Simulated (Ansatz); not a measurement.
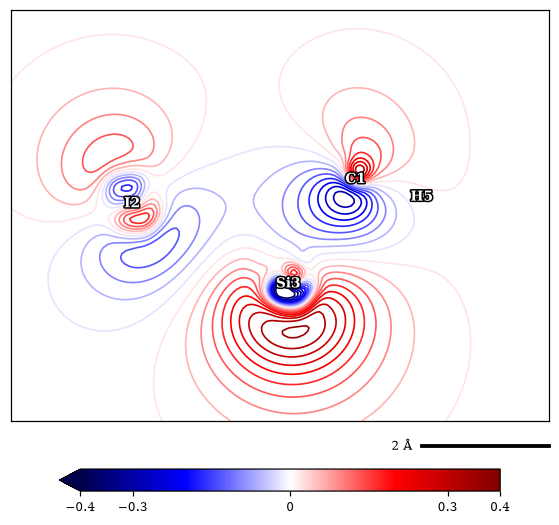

CH₄ISi (SMILES C[SiH-]I) (charge −1). The HOMO on the plane of atoms C1, Si3 and I2 (values in Å⁻³ᐟ²; the overall sign is arbitrary).

Geometry: B3LYP-D3(BJ)/def2-SVPD; core potentials replace the inner electrons of I.

These are results of isolated molecule in a Gaussian basis; Kohn-Sham density functional theory, functional PBE0 (Ansatz 0.2.0), not measurements.

```tsv
atom	x (Å)	y (Å)	z (Å)
C	-1.2136	1.1292	0.3548
I	1.1579	-0.8415	2.1064
Si	-1.4345	-0.6416	1.1666
H	-1.2075	1.9213	1.1211
H	-2.0901	1.3089	-0.2976
H	-0.3059	1.2384	-0.2593
H	-1.0842	-1.4221	-0.1182
```

> What is the character of this orbital?

By Hirshfeld shares it lies mainly on Si3 (about 65 %), I2 (about 15 %), H7 (about 5 %) and C1 (about 5 %). Its energy is −0.92 eV.
